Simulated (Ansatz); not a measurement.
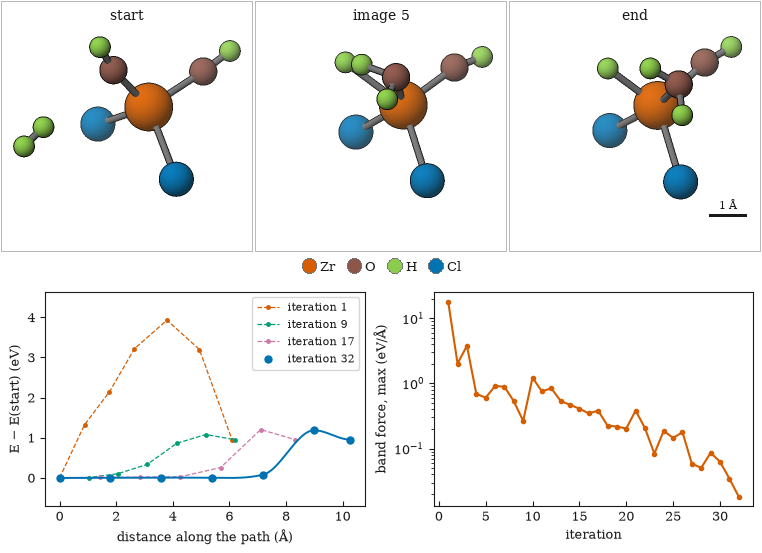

NEB run on ZrH₄O₂Cl₂, made up at the start of ZrH2O2Cl2 and H$_{2}$. Images are numbered from 0 (start) to 6 (end). The plot follows the band through its iterations. A ball-and-stick model, seen at a tilt.

Level of theory: Ansatz 0.2.0, RKS PBE-D4/def2-SVP. Run with 5 movable images; climbing image; force threshold 0.03 eV/Å; iteration limit 60; starting path through a guess of the saddle point.

### Judge this run.

The result is final at these settings. The band converged in 32 iterations. The largest component of the band force went from 18 to 0.018 eV/Å. The climbing image converged on the top of the path. Its vibrational analysis gives one imaginary mode (865i cm⁻¹), as a transition state must have. The first iteration put the highest image at 3.93 eV. The highest point, image 5, lies 1.19 eV above the start and 0.23 eV above the end; the end is at +0.95 eV relative to the start.

Limits of the set-up: the start holds two separate molecules, 2.6 Å apart at their closest, whose relative position is a soft coordinate.

The run took 4.1 min on 4 threads of Arm Neoverse V1 (shared host), peak memory 0.18 GiB.
